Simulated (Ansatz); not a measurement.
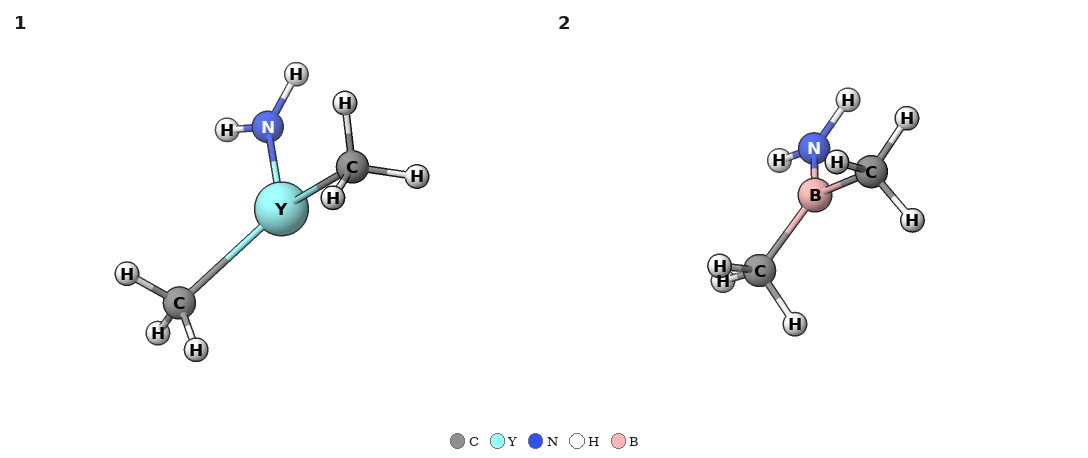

2 molecules with one skeleton, seen from the same side and at one scale. Charge 0, singlet. Computed geometries: PBE0-D4/def2-TZVP optimisations, one conformation each. Properties computed with Ansatz 0.2.0. Elements past Kr carry core potentials.

One atom differs, called X below: Y in panel 1, B in panel 2. Their formulas are C2H8NY (`[CH3][Y]([CH3])[NH2]`), C2H8BN (`CB(C)N`).

**In which is the mean length of X–C larger (PBE0-D4/def2-TZVP)?**

In panel 1 (X = Y).

**In which is the angle C–X–C larger (PBE0-D4/def2-TZVP)?**

In panel 2 (X = B).

Give the values. With PBE0-D4/def2-TZVP: mean length of X–C (Å), length of X–N (Å), angle C–X–C (°), dipole moment (D), harmonic zero-point energy (kJ/mol). With PBE0-D4/def2-QZVPP: HOMO energy (Kohn–Sham orbital) (eV), HOMO–LUMO gap (eV).

```tsv
quantity	1 (Y)	2 (B)	2 − 1
mean length of X–C (Å)	2.363	1.578	−0.785
length of X–N (Å)	2.132	1.398	−0.734
angle C–X–C (°)	116.4	120.8	+4.4
HOMO energy (Kohn–Sham orbital) (eV)	−6.23	−8.10	−1.87
HOMO–LUMO gap (eV)	4.68	8.62	+3.94
dipole moment (D)	2.40	1.26	−1.14
harmonic zero-point energy (kJ/mol)	235.9	275.5	+39.6
```
